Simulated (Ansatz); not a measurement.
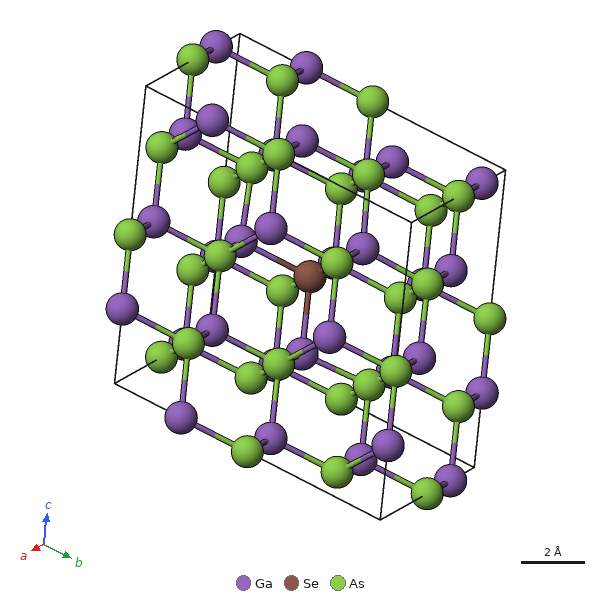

The crystal in a ball-and-stick representation, seen slightly off an axis. The parallelepiped is the supercell. The host is GaAs, in a cell of 32 sites, and the cell is neutral.

**Where does the cell differ from the host, and how?**

Selenium on an arsenic site (a substitutional impurity). It is bonded to four Ga in a tetrahedral arrangement at about 2.5 Å.

Method used: DFT LDA, scalar-relativistic, plane waves, PAW (Ansatz 0.2.0). It ran with a 420 eV plane-wave basis, k-grid 3×3×3, Gaussian smearing of 0.02 eV, collinear spins.

**Does the cell have a net magnetic moment?**

No net moment.

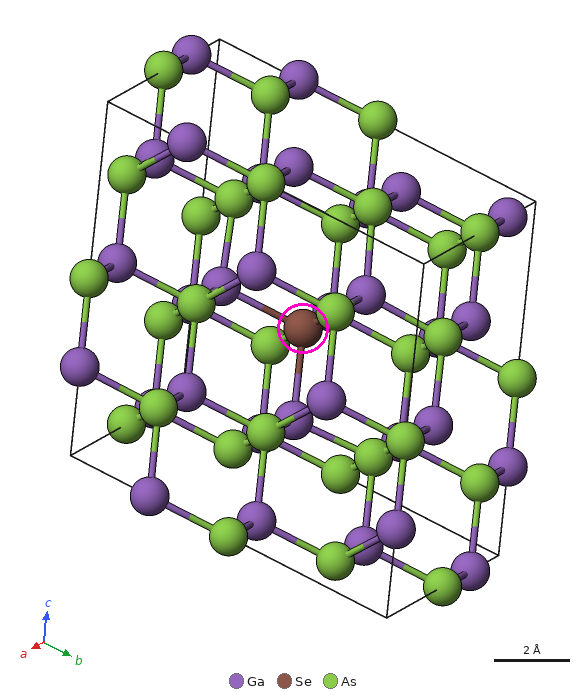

The same cell with a ring at the defect's site.

The atoms were relaxed in the host's cell with DFT LDA, scalar-relativistic, plane waves, PAW (Ansatz 0.2.0).
